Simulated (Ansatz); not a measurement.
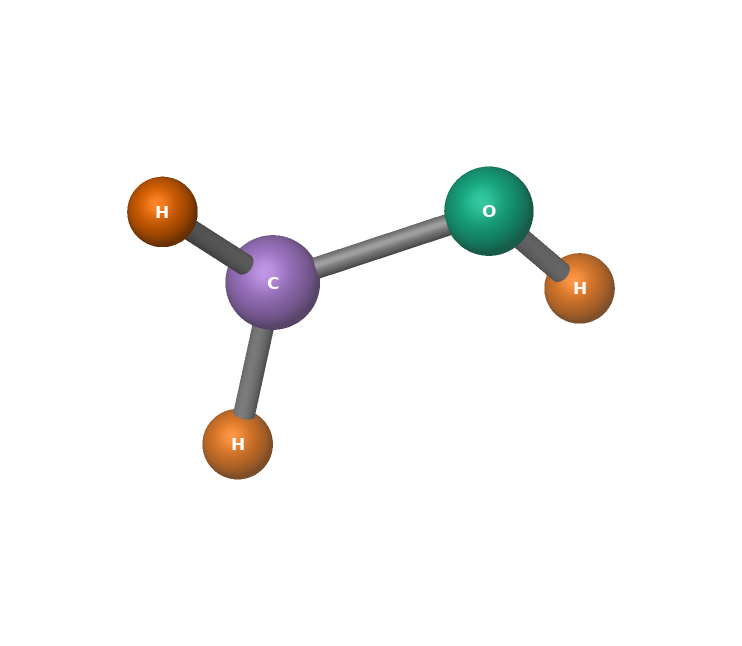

Charge 0, doublet. The computed structure is the end point of a PBE0-D4/def2-TZVP optimisation.

Description:

The molecule is CH₃O. It is an open-shell species. Coordination, clear cases only: 1 O bent.

More results for the same structure follow; atom numbers are the same in all pictures, views and colours differ.

## Shape

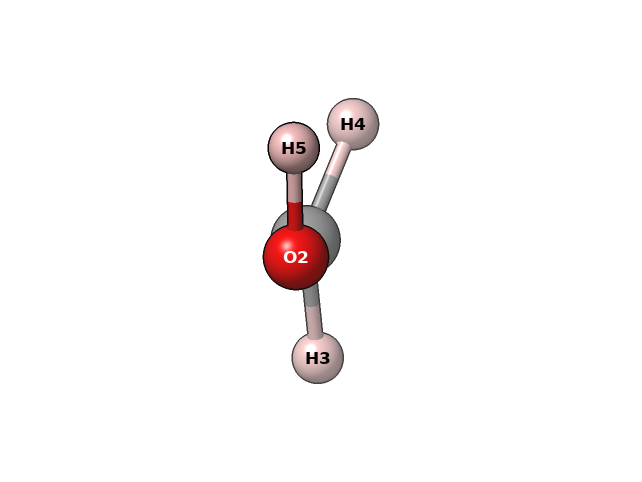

C1 lies behind O2. The molecule seen nearly along the O2–C1 bond, O2 in front. Distant atoms are faded towards the background colour.

Question: What is the torsion angle H5–O2–C1–H3? The sign is positive where the front bond must turn clockwise to cover the back bond.

Answer: 176°, antiperiplanar (anti).

## Dipole moment

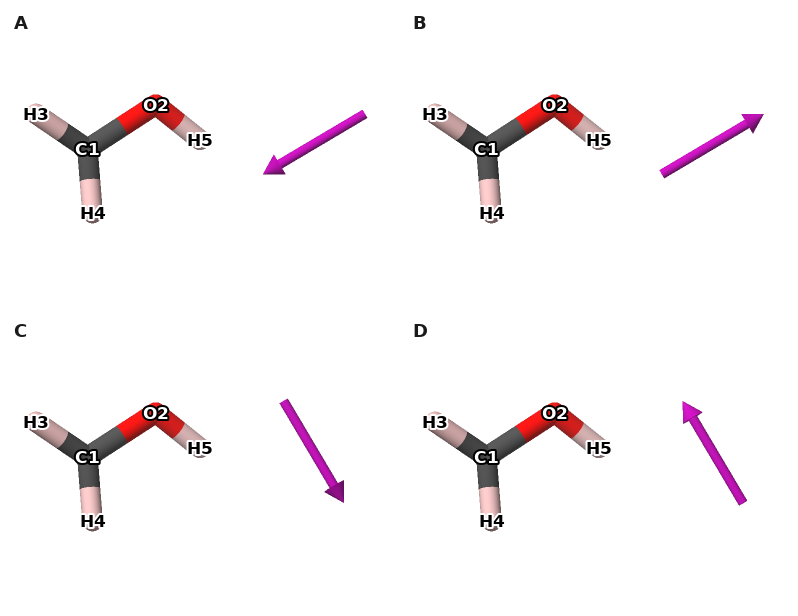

The same molecule four times, each with an arrow. Method: UKS PBE0-D4/def2-TZVP (Ansatz 0.2.0).

Question: Which arrow points along the dipole moment, from the negative to the positive end?

Answer: C. The dipole moment is 1.53 D; it points from the side of H3 to the side of H4 (the outermost atoms at the two ends).

## Thermal motion

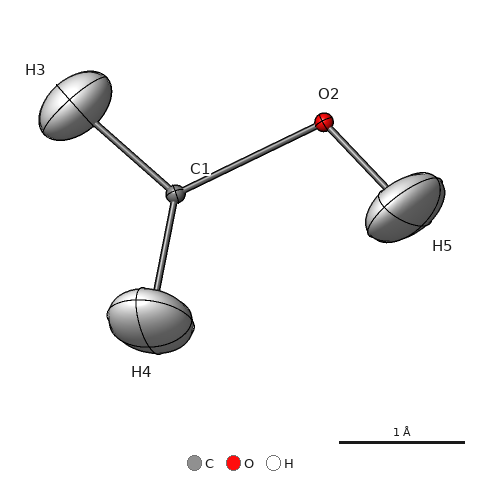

Displacement ellipsoids at the 50 % level, enlarged 2 times, from the internal vibrations of the free molecule (harmonic, no overall translation or rotation; no half-axis is drawn under 0.075 Å). Vibrations computed with UKS PBE0-D4/def2-TZVP (Ansatz 0.2.0). Temperature: 400 K.

Question: Which atom has the largest mean-square displacement?

Answer: H5, with U_eq = 0.0188 Å².

Question: Does H5 move more along its bond or across it?

Answer: Across it: the root-mean-square amplitude is 0.064 Å along the bond and up to 0.199 Å across, since bending and torsion are softer than stretching.

Give the displacement parameters, one line for each set of equivalent atoms.

```tsv
atom	U_eq (Å²)	rms amplitudes (Å)
C1	0.00059	0.016, 0.025, 0.030
O2	0.00027	0.009, 0.017, 0.021
H3	0.0131	0.070, 0.109, 0.150
H4	0.0147	0.071, 0.108, 0.165
H5	0.0188	0.064, 0.113, 0.199
```

## Charges

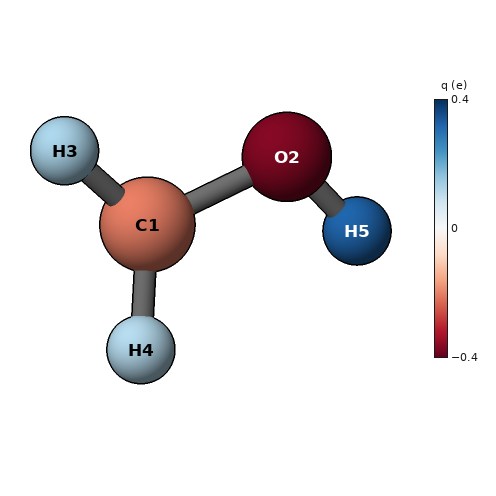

Atoms are coloured by their Mulliken charges. Level of theory: UKS PBE0-D4/def2-TZVP (Ansatz 0.2.0).

Question: Which atom carries the highest charge (most positive or least negative)?

Answer: H5 (0.32 e).

Question: And the lowest?

Answer: O2 (−0.37 e).

Give the Mulliken charges atom by atom.

```
atom  value (e)
  C1      −0.21
  O2      −0.37
  H3       0.13
  H4       0.12
  H5       0.32
```

Mulliken values depend strongly on the basis set and can even reverse the polarity of a bond.
